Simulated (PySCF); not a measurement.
# [Lu(H2O)3]3+: forces at shaken geometries

How stiff is [Lu(H2O)3]3+? Its atoms are displaced at random by several amounts. The species was built from a template and needn't be a known compound.

Computed with PySCF 2.14.0. Level: PBE, Lu lcecp-1-SVP with ECP60, O def2-SVP, H def2-SVP; scalar-relativistic core potentials, no spin–orbit coupling.

3 further runs of the same task are left out: 2 for a known fault of the program, 1 that didn't finish.

### Step 1. The starting structure

10 atoms, charge 3, spin multiplicity 1.

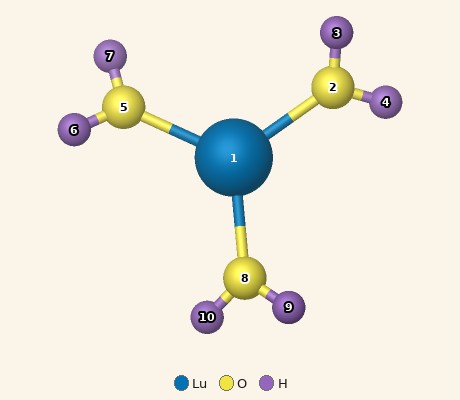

The structure; lutetium blue, oxygen yellow, hydrogen purple; atoms are numbered from 1 in the order of the file.

Geometry (Å):

```csv
atom,x (Å),y (Å),z (Å)
Lu1,0.0000,0.0000,0.0000
O2,2.1932,0.0000,0.0000
H3,2.8178,0.7509,0.2170
H4,2.8178,-0.7509,-0.2170
O5,-1.0966,1.8993,0.0000
H6,-2.0592,2.0649,0.2170
H7,-0.7586,2.8158,-0.2170
O8,-1.0966,-1.8993,0.0000
H9,-0.7586,-2.8157,0.2170
H10,-2.0592,-2.0648,-0.2170
```

Formal oxidation states: Lu +3. Each metal's 14 4f electrons lie in its core potential, so multiplicities, spins and levels count the valence alone. An earlier session relaxed this geometry at PBE, Lu lcecp-1-SVP with ECP60, O def2-SVP, H def2-SVP (singlet, point group D3).

Its energy there is -267.766278 Eh.

### Step 2. Atoms moved at random, σ = 0.06 Å

Input file run.py (the lines that set the calculation):

```python
mol = gto.M(atom='''
Lu    -0.04991    -0.04858     0.07926
O      2.30430     0.01253     0.05573
H      2.80124     0.80781     0.26724
H      2.77955    -0.84398    -0.22581
O     -1.06384     1.89876     0.01772
H     -2.03433     2.02849     0.11987
H     -0.81147     2.83857    -0.35182
O     -1.09251    -1.96983     0.00723
H     -0.76538    -2.75951     0.17859
H     -2.06765    -1.96426    -0.14802''',
    basis={'Lu': 'lcecp-1-SVP', 'O': 'def2-SVP', 'H': 'def2-SVP'},
    ecp={'Lu': 'lcecp-1-SVP'},
    charge=3, spin=0)
mf = dft.RKS(mol, xc='PBE')
mf.grids.atom_grid = (50, 194)  # f atoms: unpruned, at least (60, 302)
mf = mf.density_fit()  # fitting sets: Lu AutoAux, O def2-universal-JKFIT, H def2-universal-JKFIT
mf.conv_tol = 1e-08; mf.max_cycle = 55
mf.kernel(dm0)  # dm0: the density of the relaxed state
```

Launch:

```console
$ OMP_NUM_THREADS=2 python run.py
```

The log of the run:

```text
init E= -267.742638230412
  HOMO = -0.864578988528596  LUMO = -0.68132903610929  gap/eV = 4.98649
cycle= 1 E= -267.724667886034  delta_E= 0.018  |g|= 0.159  |ddm|= 0.436
  HOMO = -0.820058294908069  LUMO = -0.67882264602105  gap/eV = 3.84322
cycle= 2 E= -267.710710640612  delta_E= 0.014  |g|= 0.318  |ddm|= 0.347
  HOMO = -0.849629056199493  LUMO = -0.677657317302831  gap/eV = 4.67959
cycle= 3 E= -267.730352324355  delta_E= -0.0196  |g|= 0.0285  |ddm|= 0.212
  HOMO = -0.846726610231315  LUMO = -0.679361900919026  gap/eV = 4.55423
cycle= 4 E= -267.730442065756  delta_E= -8.97e-05  |g|= 0.021  |ddm|= 0.0357
  HOMO = -0.84904571045454  LUMO = -0.678981226966363  gap/eV = 4.62769
cycle= 5 E= -267.730527950066  delta_E= -8.59e-05  |g|= 0.00215  |ddm|= 0.015
  HOMO = -0.848953441861831  LUMO = -0.678925438220181  gap/eV = 4.62670
cycle= 6 E= -267.73052880899  delta_E= -8.59e-07  |g|= 0.000622  |ddm|= 0.00183
  HOMO = -0.849012979422099  LUMO = -0.678939626006526  gap/eV = 4.62793
cycle= 7 E= -267.730528876533  delta_E= -6.75e-08  |g|= 0.000243  |ddm|= 0.00054
  HOMO = -0.849001016920319  LUMO = -0.678943995658589  gap/eV = 4.62749
cycle= 8 E= -267.730528887658  delta_E= -1.11e-08  |g|= 2.59e-05  |ddm|= 0.000162
  HOMO = -0.849000150621915  LUMO = -0.678942601661248  gap/eV = 4.62750
cycle= 9 E= -267.730528887809  delta_E= -1.5e-10  |g|= 2.23e-06  |ddm|= 2.53e-05
  HOMO = -0.849000847153118  LUMO = -0.678942872754565  gap/eV = 4.62751
Extra cycle  E= -267.730528887808  delta_E= 1.14e-12  |g|= 3.26e-06  |ddm|= 4.74e-06
converged SCF energy = -267.730528887808
```

It took 5.5 s on 2 threads of Arm Neoverse V1, shared host.

Read off: E = -267.730529 Eh (+0.973 eV from the relaxed state), HOMO -23.10 eV, LUMO -18.47 eV, Mulliken charge on Lu1 +1.76 e, largest force component 8.568 eV/Å. 

```csv
atom,Fx,Fy,Fz (eV/Å)
Lu1,1.520,0.516,0.081
O2,-3.388,-2.350,-0.642
H3,1.718,0.678,0.149
H4,0.568,1.544,0.464
O5,0.564,1.054,-0.923
H6,-0.731,0.024,0.301
H7,0.056,-1.248,0.571
O8,-2.451,8.568,-1.486
H9,2.513,-7.865,1.507
H10,-0.369,-0.921,-0.022
```

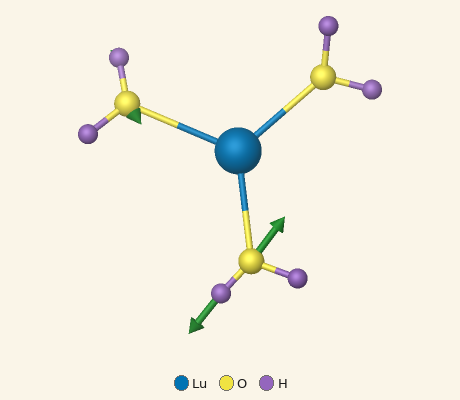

Forces as arrows, the longest for the largest force.

### Step 3. Atoms moved at random, σ = 0.15 Å

Input file run.py (the lines that set the calculation):

```python
mol = gto.M(atom='''
Lu    -0.27282    -0.00127    -0.04751
O      2.20118     0.06990    -0.02728
H      2.87513     1.04432     0.18752
H      2.89239    -0.73324    -0.29312
O     -1.23585     1.68450     0.05708
H     -1.84260     2.26537     0.23462
H     -0.74318     2.49784    -0.16423
O     -1.14048    -2.04297    -0.01525
H     -0.91214    -2.80603     0.23483
H     -1.82164    -1.97843    -0.16665''',
    basis={'Lu': 'lcecp-1-SVP', 'O': 'def2-SVP', 'H': 'def2-SVP'},
    ecp={'Lu': 'lcecp-1-SVP'},
    charge=3, spin=0)
mf = dft.RKS(mol, xc='PBE')
mf.grids.atom_grid = (50, 194)  # f atoms: unpruned, at least (60, 302)
mf = mf.density_fit()  # fitting sets: Lu AutoAux, O def2-universal-JKFIT, H def2-universal-JKFIT
mf.conv_tol = 1e-08; mf.max_cycle = 55
mf.kernel(dm0)  # dm0: the density of the relaxed state
```

Launch:

```console
$ OMP_NUM_THREADS=2 python run.py
```

The log of the run:

```text
init E= -267.508866442735
  HOMO = -0.849821849422668  LUMO = -0.695866847005572  gap/eV = 4.18933
cycle= 1 E= -267.422651962571  delta_E= 0.0862  |g|= 0.488  |ddm|= 1.06
  HOMO = -0.68420961173433  LUMO = -0.682730772423841  gap/eV = 0.04024
cycle= 2 E= -266.275818047538  delta_E= 1.15  |g|= 2.16  |ddm|= 1.98
  HOMO = -0.816102069778744  LUMO = -0.656274004918497  gap/eV = 4.34914
cycle= 3 E= -267.467357151074  delta_E= -1.19  |g|= 0.21  |ddm|= 1.77
  HOMO = -0.805989491376273  LUMO = -0.684735508749159  gap/eV = 3.29949
cycle= 4 E= -267.475643817586  delta_E= -0.00829  |g|= 0.124  |ddm|= 0.296
  HOMO = -0.808480436810669  LUMO = -0.686775012137243  gap/eV = 3.31177
cycle= 5 E= -267.478292724733  delta_E= -0.00265  |g|= 0.0234  |ddm|= 0.0821
  HOMO = -0.808896505253468  LUMO = -0.683494662401019  gap/eV = 3.41236
cycle= 6 E= -267.478442062059  delta_E= -0.000149  |g|= 0.00607  |ddm|= 0.0282
  HOMO = -0.809900066925586  LUMO = -0.683642768717871  gap/eV = 3.43564
cycle= 7 E= -267.478449283584  delta_E= -7.22e-06  |g|= 0.00277  |ddm|= 0.00517
  HOMO = -0.810085915354701  LUMO = -0.683600251545277  gap/eV = 3.44185
cycle= 8 E= -267.478450684377  delta_E= -1.4e-06  |g|= 0.000714  |ddm|= 0.00205
  HOMO = -0.810138442836177  LUMO = -0.683585381125757  gap/eV = 3.44368
cycle= 9 E= -267.478450781633  delta_E= -9.73e-08  |g|= 5.29e-05  |ddm|= 0.000518
  HOMO = -0.810138915460136  LUMO = -0.683589600220567  gap/eV = 3.44358
cycle= 10 E= -267.478450782197  delta_E= -5.63e-10  |g|= 9.87e-06  |ddm|= 5.14e-05
  HOMO = -0.81013931439248  LUMO = -0.683589224536253  gap/eV = 3.44360
Extra cycle  E= -267.478450782204  delta_E= -7.05e-12  |g|= 7.86e-06  |ddm|= 1.76e-05
converged SCF energy = -267.478450782204
```

Run time: 5.8 s. Hardware: 2 threads of Arm Neoverse V1, shared host.

Read off: E = -267.478451 Eh (+7.832 eV from the relaxed state), HOMO -22.05 eV, LUMO -18.60 eV, Mulliken charge on Lu1 +1.72 e, largest force component 38.368 eV/Å. 

```csv
atom,Fx,Fy,Fz (eV/Å)
Lu1,4.458,-4.076,-0.150
O2,2.076,1.586,0.055
H3,-2.249,-3.946,-0.855
H4,-1.690,2.400,0.785
O5,4.850,-1.884,-1.689
H6,-9.474,5.112,2.907
H7,2.579,0.980,-1.041
O8,34.410,8.611,4.884
H9,3.407,-11.370,3.597
H10,-38.368,2.587,-8.494
```

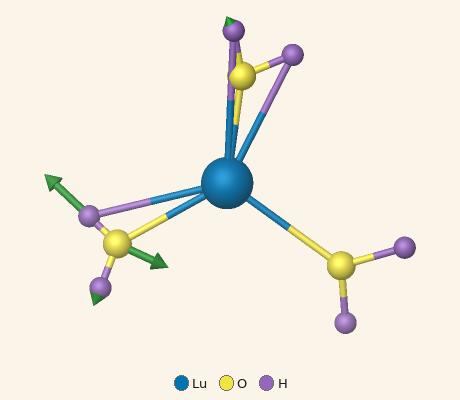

Forces as arrows, the longest for the largest force.

### Step 4. Atoms moved at random, σ = 0.06 Å

Input file run.py (the lines that set the calculation):

```python
mol = gto.M(atom='''
Lu    -0.08307     0.06735    -0.05870
O      2.19520    -0.05336    -0.05676
H      2.86892     0.74451     0.17940
H      2.83823    -0.72903    -0.17238
O     -1.09288     1.93739     0.04287
H     -2.08874     1.99890     0.15589
H     -0.75219     2.74877    -0.14354
O     -1.08211    -1.83708     0.02264
H     -0.67771    -2.69002     0.23697
H     -2.12567    -2.18745    -0.20639''',
    basis={'Lu': 'lcecp-1-SVP', 'O': 'def2-SVP', 'H': 'def2-SVP'},
    ecp={'Lu': 'lcecp-1-SVP'},
    charge=3, spin=0)
mf = dft.RKS(mol, xc='PBE')
mf.grids.atom_grid = (50, 194)  # f atoms: unpruned, at least (60, 302)
mf = mf.density_fit()  # fitting sets: Lu AutoAux, O def2-universal-JKFIT, H def2-universal-JKFIT
mf.conv_tol = 1e-08; mf.max_cycle = 55
mf.kernel(dm0)  # dm0: the density of the relaxed state
```

Launch:

```console
$ OMP_NUM_THREADS=2 python run.py
```

The log of the run:

```text
init E= -267.703788881447
  HOMO = -0.876651992274434  LUMO = -0.678867658159146  gap/eV = 5.38199
cycle= 1 E= -267.7277141228  delta_E= -0.0239  |g|= 0.176  |ddm|= 0.397
  HOMO = -0.834070514009218  LUMO = -0.67005513569568  gap/eV = 4.46309
cycle= 2 E= -267.711523606153  delta_E= 0.0162  |g|= 0.344  |ddm|= 0.346
  HOMO = -0.854760736945622  LUMO = -0.669041141396544  gap/eV = 5.05369
cycle= 3 E= -267.734182924191  delta_E= -0.0227  |g|= 0.0326  |ddm|= 0.222
  HOMO = -0.854337269764643  LUMO = -0.670539304847896  gap/eV = 5.00140
cycle= 4 E= -267.734340911252  delta_E= -0.000158  |g|= 0.0169  |ddm|= 0.0318
  HOMO = -0.854826775596355  LUMO = -0.670327863289085  gap/eV = 5.02047
cycle= 5 E= -267.734393992796  delta_E= -5.31e-05  |g|= 0.00224  |ddm|= 0.0112
  HOMO = -0.855042207803368  LUMO = -0.670323495852585  gap/eV = 5.02645
cycle= 6 E= -267.734395054811  delta_E= -1.06e-06  |g|= 0.00026  |ddm|= 0.00194
  HOMO = -0.854985823127779  LUMO = -0.670329273088726  gap/eV = 5.02476
cycle= 7 E= -267.73439506623  delta_E= -1.14e-08  |g|= 0.000169  |ddm|= 0.000316
  HOMO = -0.855009296919621  LUMO = -0.670328551240249  gap/eV = 5.02542
cycle= 8 E= -267.734395071412  delta_E= -5.18e-09  |g|= 3.59e-05  |ddm|= 0.00012
  HOMO = -0.854997818553937  LUMO = -0.6703288411118  gap/eV = 5.02510
Extra cycle  E= -267.734395070728  delta_E= 6.84e-10  |g|= 7.02e-05  |ddm|= 6.82e-05
converged SCF energy = -267.734395070728
```

Wall time 5.4 s (2 threads of Arm Neoverse V1, shared host).

Read off: E = -267.734395 Eh (+0.868 eV from the relaxed state), HOMO -23.27 eV, LUMO -18.24 eV, Mulliken charge on Lu1 +1.74 e, largest force component 5.593 eV/Å. 

```csv
atom,Fx,Fy,Fz (eV/Å)
Lu1,1.588,-0.777,-0.042
O2,-0.865,4.235,1.084
H3,-1.635,-1.479,-0.503
H4,1.676,-2.579,-0.533
O5,-2.657,-5.333,1.036
H6,0.240,0.618,0.020
H7,1.808,5.593,-1.065
O8,-3.818,-0.160,-1.049
H9,0.742,-1.307,0.398
H10,2.921,1.189,0.654
```

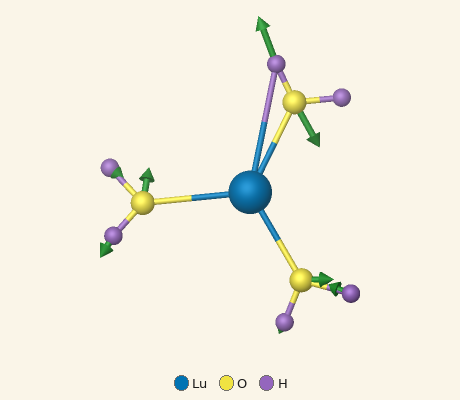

Forces as arrows, the longest for the largest force.

### Step 5. Results

| σ (Å) | energy rise (eV) | harmonic estimate −½ F·u (eV) | largest force component (eV/Å) |
| --- | --- | --- | --- |
| 0.06 | 0.973 | 1.038 | 8.57 |
| 0.15 | 7.832 | 8.432 | 38.37 |
| 0.06 | 0.868 | 0.875 | 5.59 |

Every displacement raises the energy. For a harmonic well the rise equals −½ F·u; the two differ by at most 8 % here (a move with σ = 0.15 Å), from anharmonicity, the grid and the small forces left at the relaxed point. These are double-zeta-type bases without diffuse functions. Spin–orbit coupling is left out.
